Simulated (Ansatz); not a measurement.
# SnH2MeCl (CH₅ClSn): the relaxed shape and its frontier levels

Aim: characterise SnH2MeCl (CH₅ClSn) as a singlet: its structure, frontier levels and distribution of charge.

Method: RKS PBE0-D4/def2-TZVP; program: Ansatz 0.2.0, Gaussian basis.

The runs, in order: relaxation at r2SCAN-D4/def2-TZVP; a search for the lowest solution at PBE0-D4/def2-SVP; a single point at PBE0-D4/def2-TZVP; harmonic vibrations at r2SCAN-D4/def2-TZVP.

4 further runs of the same task are left out: 4 set aside as unsound or not needed. Runs told in other sessions of the task aren't counted.

### Step 1. The system as given

8 atoms, charge 0, spin multiplicity 1.

Atoms are counted from 1 here; the program's logs count them from 0.

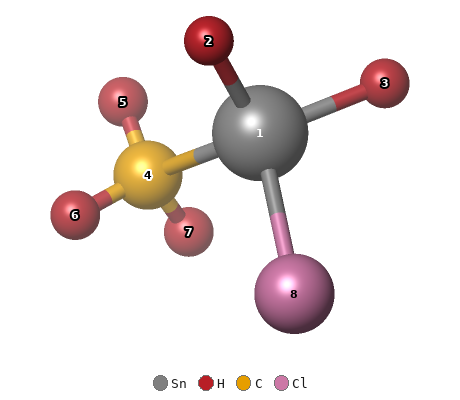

The starting geometry (tin grey, hydrogen red, carbon amber, chlorine pink); atoms are numbered from 1 in the order of the file.

Sn takes a core potential in the def2 sets. No spin-orbit coupling is included.

The start is a GFN2-xTB geometry.

### Step 2. Relaxation at r2SCAN-D4/def2-TZVP

Contents of in.yaml:

```yaml
crystal:
  periodic: [false, false, false]
  atoms:
    - {symbol: Sn, position_ang: [0.531840, -0.710220, 0.379470]}
    - {symbol: H, position_ang: [0.571960, -0.827030, 2.073310]}
    - {symbol: H, position_ang: [2.135740, -0.853530, -0.160050]}
    - {symbol: C, position_ang: [-0.523200, 1.022460, -0.377510]}
    - {symbol: H, position_ang: [-0.089560, 1.935760, 0.010290]}
    - {symbol: H, position_ang: [-1.564130, 0.964080, -0.079090]}
    - {symbol: H, position_ang: [-0.464940, 1.029650, -1.460550]}
    - {symbol: Cl, position_ang: [-0.597710, -2.561170, -0.385860]}
basis:
  gaussian: {orbitals: def2-TZVP}
hamiltonian: {xc: r2scan, dispersion: d4}
scf: {lower_state_search: "off"}
output: {orbitals: {seedname: orbitals}}
relax: {f_tol: 0.02, max_steps: 100}
```

Command:

```
> ansatz run in.yaml --threads 4 --pin off --events-out ev --progress --plain --max-ram 3916MiB
```

The log of the run, shortened:

```text
Functional definition: r2SCAN
  name "r2SCAN"
  cite "Furness, Kaplan, Ning, Perdew & Sun, J. Phys. Chem. Lett. 11, 8208 (2020) doi:10.1021/acs.jpclett.0c02405"
  cite "Furness, Kaplan, Ning, Perdew & Sun, J. Phys. Chem. Lett. 11, 9248 (2020) doi:10.1021/acs.jpclett.0c03077"
  parent r2scan
[...]
1044 factors; their error is unknown
[...]
mean field -19475.11166062 eV, -715.6971528230 hartree, gradient 5.8e-6 eV, S^2 0.000000; 0 other end points of the search recorded, 0 dependent functions left out
[...]
reference -19475.11167412 eV, -715.6971533191 hartree; 25, 25 occupied and 123, 123 virtual orbitals, 1044 factors
relax step   1: F+E_penalty+E_count = -19475.14775255 eV  Δ(F+E_penalty+E_count) = +0.000e0 eV  max|allowed force component| = 8.874e-1 eV/Å  Δτ_max = 0.0000 Å  (19 SCF iters, accepted)
[...]
relax step   4: F+E_penalty+E_count = -19475.18604740 eV  Δ(F+E_penalty+E_count) = -2.702e-4 eV  max|allowed force component| = 2.156e-2 eV/Å  Δτ_max = 0.0076 Å  (22 SCF iters, accepted)
[...]
relax step   5: F+E_penalty+E_count = -19475.18621914 eV  Δ(F+E_penalty+E_count) = -1.717e-4 eV  max|allowed force component| = 3.331e-3 eV/Å  Δτ_max = 0.0136 Å  (21 SCF iters, accepted)
Total energy: -19475.18623267 eV, -715.6998932952 hartree
Atom 0 at     0.550587    -0.679942     0.394377 Å, force     0.003152    -0.003247     0.002871 eV/Å
Atom 1 at     0.501515    -0.808554     2.094540 Å, force    -0.001078    -0.000475    -0.000480 eV/Å
Atom 2 at     2.137713    -0.826603    -0.212926 Å, force    -0.000088     0.000476     0.000029 eV/Å
Atom 3 at    -0.509386     1.005036    -0.368394 Å, force     0.000185     0.003331     0.000186 eV/Å
Atom 4 at    -0.061776     1.928014     0.002095 Å, force    -0.000911     0.000674    -0.002409 eV/Å
Atom 5 at    -1.548008     0.950122    -0.044411 Å, force     0.000360    -0.000284     0.000902 eV/Å
Atom 6 at    -0.468843     0.993444    -1.456895 Å, force    -0.001113    -0.001602     0.000186 eV/Å
Atom 7 at    -0.601802    -2.561516    -0.408377 Å, force    -0.000507     0.001127    -0.001284 eV/Å
Dipole moment:     0.172162     0.587830     0.117572 e Å
Checks for a lower state left out: stability, starts, cluster_reference, orbital_swaps, neighbouring_geometries, increment
```

Wall time 8 s (4 threads of Arm Neoverse V2, shared host).

Relaxation path:

```tsv
step	energy from step 1 (eV)	largest force component (eV/Å)
1	0.0000	0.8874
2	-0.0234	0.2181
3	-0.0380	0.0696
4	-0.0383	0.0216
5	-0.0385	0.0033
```

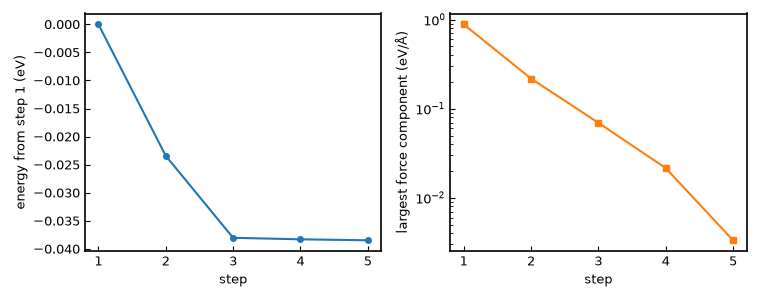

Energy and largest force along the relaxation.

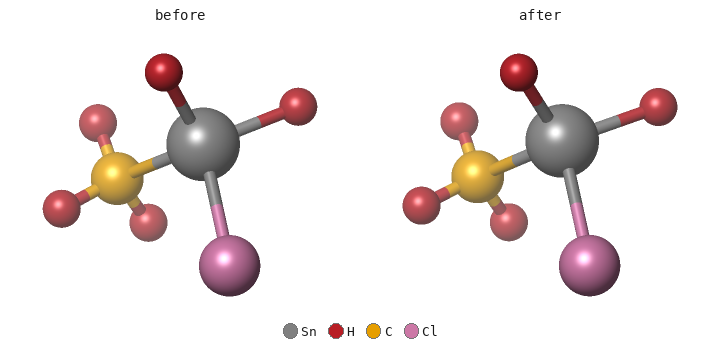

Before and after, at one scale.

Close pairs (by a distance rule), those that changed most:

```tsv
bond	before (Å)	after (Å)	change (Å)
Sn1–Cl8	2.299	2.348	+0.048
Sn1–C4	2.165	2.132	-0.033
C4–H5	1.083	1.091	+0.008
Sn1–H3	1.698	1.706	+0.007
Sn1–H2	1.698	1.706	+0.007
C4–H6	1.084	1.089	+0.005
C4–H7	1.085	1.089	+0.005
```

Bonds by kind at the end (by distance):

```tsv
bond	count	shortest (Å)	longest (Å)
Cl–Sn	1	2.348	2.348
C–Sn	1	2.132	2.132
C–H	3	1.089	1.091
H–Sn	2	1.706	1.706
```

### Step 3. Searching for the lowest solution, PBE0-D4/def2-SVP

start.molden holds the orbitals of an earlier run on this state, given as this run's starting guess.

Contents of in.yaml:

```yaml
crystal:
  periodic: [false, false, false]
  atoms:
    - {symbol: Sn, position_ang: [0.550587, -0.679942, 0.394377]}
    - {symbol: H, position_ang: [0.501515, -0.808554, 2.094540]}
    - {symbol: H, position_ang: [2.137713, -0.826603, -0.212926]}
    - {symbol: C, position_ang: [-0.509386, 1.005036, -0.368394]}
    - {symbol: H, position_ang: [-0.061776, 1.928014, 0.002095]}
    - {symbol: H, position_ang: [-1.548008, 0.950122, -0.044411]}
    - {symbol: H, position_ang: [-0.468843, 0.993444, -1.456895]}
    - {symbol: Cl, position_ang: [-0.601802, -2.561516, -0.408377]}
basis:
  gaussian: {orbitals: def2-SVP, initial_orbitals: start.molden}
hamiltonian: {xc: pbe0, dispersion: d4}
output: {orbitals: {seedname: orbitals}}
```

Same command.

The log of the run:

```text
Functional definition: PBE0
  name "PBE0"
  cite "Adamo & Barone, J. Chem. Phys. 110, 6158 (1999) doi:10.1063/1.478522"
  cite "Perdew, Burke & Ernzerhof, Phys. Rev. Lett. 77, 3865 (1996) doi:10.1103/PhysRevLett.77.3865"
  parent pbe
  parameter a = 0.25
  parameter kappa = 0.804
  parameter beta = 0.06672455060314922
  exchange = (1 - a)*pbe_x(kappa = kappa, mu = beta*pi^2/3) + a*exact_x
  correlation = pbe_c(beta = beta)
906 factors; integrals over basis functions are off by at most 1.3e-3 eV
mean field evaluation 1: about -19462.9535 eV, gradient 3.0e1 eV
mean field evaluation 2: about -19463.1609 eV, gradient 3.3e-1 eV
mean field evaluation 4: about -19463.2610 eV, gradient 1.4e-3 eV
mean field evaluation 8: about -19458.6613 eV, gradient 4.2e1 eV
mean field evaluation 16: about -19463.2610 eV, gradient 1.3e-2 eV
mean field -19463.26099896 eV, -715.2616490397 hartree, gradient 2.5e-5 eV, S^2 0.000000; 1 other end points of the search recorded, 0 dependent functions left out
reference -19463.26102786 eV, -715.2616501016 hartree; 25, 25 occupied and 58, 58 virtual orbitals, 906 factors
Total energy: -19463.39269305 eV, -715.2664887081 hartree
```

Wall time 1.1 s (4 threads of Arm Neoverse V2, shared host).

HOMO -8.12 eV, LUMO -0.22 eV.

### Step 4. Single point, PBE0-D4/def2-TZVP

Changes to in.yaml since step 3:

```diff
@@ -12,4 +12,5 @@
 basis:
-  gaussian: {orbitals: def2-SVP, initial_orbitals: start.molden}
+  gaussian: {orbitals: def2-TZVP, initial_orbitals: start.molden}
 hamiltonian: {xc: pbe0, dispersion: d4}
+scf: {omitted_lower_state_checks: [starts]}
 output: {orbitals: {seedname: orbitals}}
```

The command is unchanged.

The log of the run:

```text
Functional definition: PBE0
  name "PBE0"
  cite "Adamo & Barone, J. Chem. Phys. 110, 6158 (1999) doi:10.1063/1.478522"
  cite "Perdew, Burke & Ernzerhof, Phys. Rev. Lett. 77, 3865 (1996) doi:10.1103/PhysRevLett.77.3865"
  parent pbe
  parameter a = 0.25
  parameter kappa = 0.804
  parameter beta = 0.06672455060314922
  exchange = (1 - a)*pbe_x(kappa = kappa, mu = beta*pi^2/3) + a*exact_x
  correlation = pbe_c(beta = beta)
these checks for a lower state are left out or cut short: starts
1129 factors; their error is unknown
mean field evaluation 1: about -19467.5337 eV, gradient 1.1e2 eV
mean field evaluation 2: about -19468.9948 eV, gradient 2.3e0 eV
mean field evaluation 4: about -19469.1199 eV, gradient 2.8e-1 eV
mean field evaluation 8: about -19469.1200 eV, gradient 2.6e-5 eV
mean field -19469.12004872 eV, -715.4769651468 hartree, gradient 2.6e-5 eV, S^2 0.000000; 0 other end points of the search recorded, 0 dependent functions left out
reference -19469.12008279 eV, -715.4769663991 hartree; 25, 25 occupied and 123, 123 virtual orbitals, 1129 factors
Total energy: -19469.25174799 eV, -715.4818050057 hartree
Checks for a lower state left out: starts
```

Run time: 1.3 s. Hardware: 4 threads of Arm Neoverse V2, shared host.

HOMO -8.30 eV, LUMO -0.49 eV.

Mulliken charges, from this run's orbitals:

```tsv
atom	value (e)
Sn1	0.66
H2	-0.05
H3	-0.05
C4	-0.62
H5	0.15
H6	0.16
H7	0.16
Cl8	-0.41
```

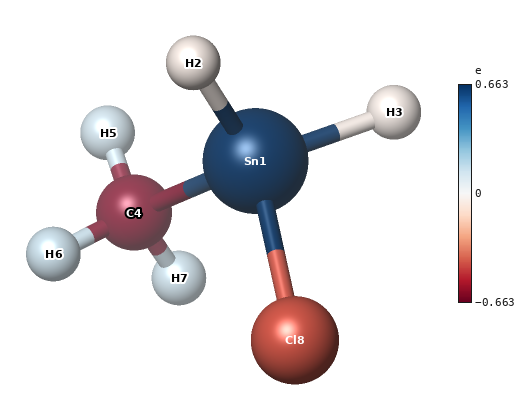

Mulliken charges, from this run's orbitals, as colours on the atoms.

Largest Mayer bond orders: C4–H7 0.95; C4–H6 0.95; C4–H5 0.95; Sn1–C4 0.93; Sn1–H2 0.92; Sn1–H3 0.92; Sn1–Cl8 0.92.

Orbitals, density, ELF and potential are computed afterwards from the orbital file.

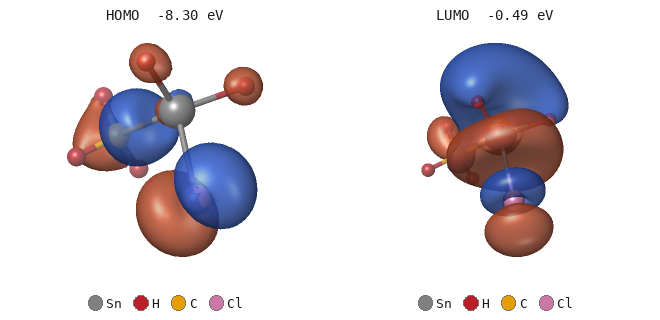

Frontier orbitals at PBE0-D4/def2-TZVP; each surface holds 70 % of the orbital's density, blue and red mark the sign.

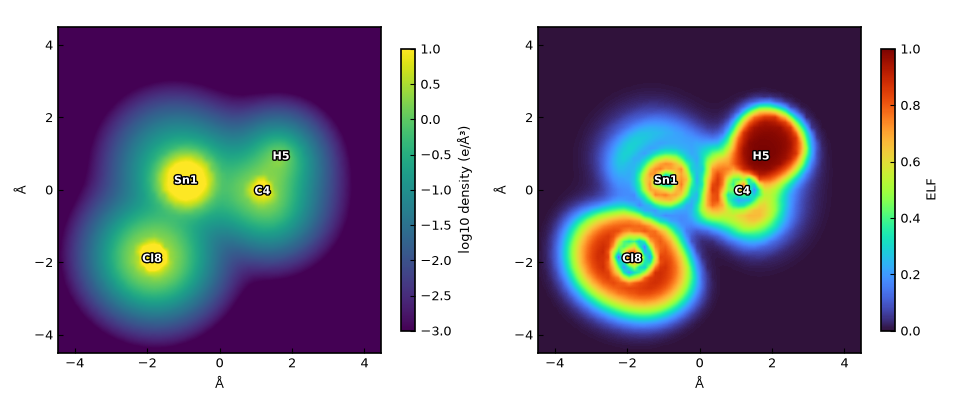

Density (left) and ELF (right) in a plane through or near 4 of the atoms.

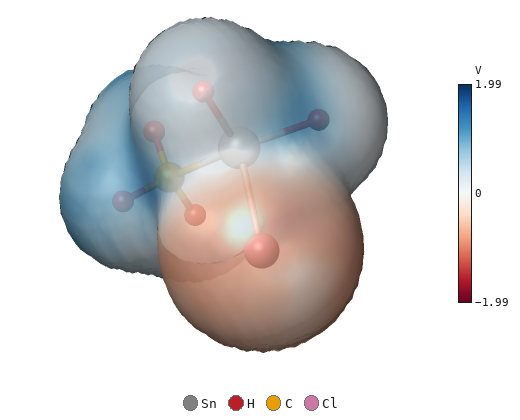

The potential that a unit positive charge feels on the 0.002 e/bohr³ surface, from -0.86 V near Cl8 to 1.99 V near Sn1.

### Step 5. Vibrations by finite differences

Changes to in.yaml since step 4:

```diff
@@ -12,5 +12,5 @@
 basis:
-  gaussian: {orbitals: def2-TZVP, initial_orbitals: start.molden}
-hamiltonian: {xc: pbe0, dispersion: d4}
+  gaussian: {orbitals: def2-TZVP}
+hamiltonian: {xc: r2scan, dispersion: d4}
 scf: {omitted_lower_state_checks: [starts]}
-output: {orbitals: {seedname: orbitals}}
+phonons: {temperatures: {t_min: 298.15, t_max: 900, t_step: 200}}
```

The command is unchanged.

The log of the run, shortened:

```text
Functional definition: r2SCAN
  name "r2SCAN"
  cite "Furness, Kaplan, Ning, Perdew & Sun, J. Phys. Chem. Lett. 11, 8208 (2020) doi:10.1021/acs.jpclett.0c02405"
  cite "Furness, Kaplan, Ning, Perdew & Sun, J. Phys. Chem. Lett. 11, 9248 (2020) doi:10.1021/acs.jpclett.0c03077"
  parent r2scan
[...]
1044 factors; their error is unknown
[...]
mean field -19475.15005325 eV, -715.6985637260 hartree, gradient 2.3e-5 eV, S^2 0.000000; 0 other end points of the search recorded, 0 dependent functions left out
[...]
reference -19475.15006677 eV, -715.6985642229 hartree; 25, 25 occupied and 123, 123 virtual orbitals, 1044 factors
[...]
1044 factors; their error is unknown
mean field -19475.14999513 eV, -715.6985615904 hartree, gradient 3.9e-6 eV, S^2 0.000000; 0 other end points of the search recorded, 0 dependent functions left out
[...]
Atom 0 at     0.550587    -0.679942     0.394377 Å, force     0.003646    -0.003046     0.003233 eV/Å
Atom 1 at     0.501515    -0.808554     2.094540 Å, force    -0.001098    -0.000486    -0.000485 eV/Å
Atom 2 at     2.137713    -0.826603    -0.212926 Å, force    -0.000116     0.000475     0.000014 eV/Å
Atom 3 at    -0.509386     1.005036    -0.368394 Å, force     0.000057     0.003214     0.000083 eV/Å
Atom 4 at    -0.061776     1.928014     0.002095 Å, force    -0.000945     0.000648    -0.002446 eV/Å
Atom 5 at    -1.548008     0.950122    -0.044411 Å, force     0.000372    -0.000302     0.000894 eV/Å
Atom 6 at    -0.468843     0.993444    -1.456895 Å, force    -0.001136    -0.001644     0.000204 eV/Å
Atom 7 at    -0.601802    -2.561516    -0.408377 Å, force    -0.000782     0.001142    -0.001498 eV/Å
Dipole moment:     0.172163     0.587830     0.117574 e Å
Vibrations: 85.92 126.24 359.46 363.68 505.90 536.12 601.50 701.91 775.41 792.46 1218.89 1449.30 1453.70 1932.55 1941.02 3053.04 3150.11 3159.85 cm⁻¹, zero-point energy 1.376663 eV
Checks for a lower state left out: starts
```

Run time: 74 s. Hardware: 4 threads of Arm Neoverse V2, shared host.

Motions are named by where the mode's potential energy lies. The modes, unscaled (a negative number is an imaginary wavenumber):

```tsv
mode	cm⁻¹	motion
1	86	torsion
2	126	bend
3	359	Sn–Cl stretch
4	364	bend with torsion
5	506	bend with torsion
6	536	Sn–C stretch
7	602	bend
8	702	bend
9	775	bend
10	792	bend
11	1219	bend
12	1449	bend
13	1454	bend
14	1933	Sn–H stretch
15	1941	Sn–H stretch
16	3053	C–H stretch
17	3150	C–H stretch
18	3160	C–H stretch
```

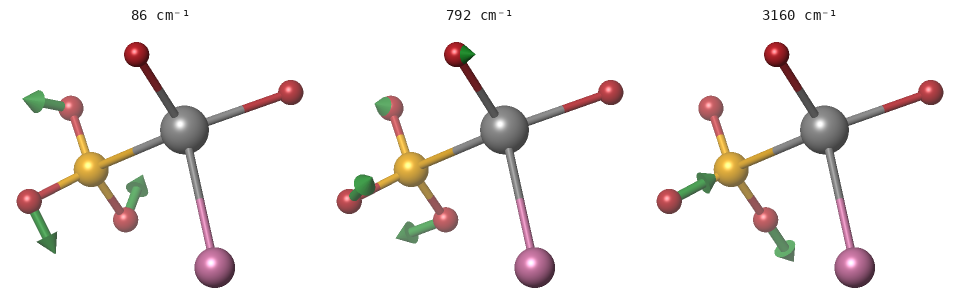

How the atoms move in 3 of the modes.

### Step 6. Summary of results

| quantity | value |
| --- | --- |
| point group | Cs |
| Cl–Sn bond | 2.348 Å |
| HOMO, LUMO at PBE0-D4/def2-TZVP | -8.30, -0.49 eV |
| dipole at r2SCAN-D4/def2-TZVP | 3.00 D |
| lowest, highest wavenumber | 86, 3160 cm⁻¹ |

What this shows: The molecule keeps its bonding pattern by the stored test; the atoms moved 0.04 Å (rms). All wavenumbers are real: a minimum at this level. The HOMO lies nearest to Cl8 58 %; C4 17 % and the LUMO to Sn1 27 %; Cl8 26 %. The point group is read from a loosely relaxed geometry; soft torsions can leave it below the true symmetry.
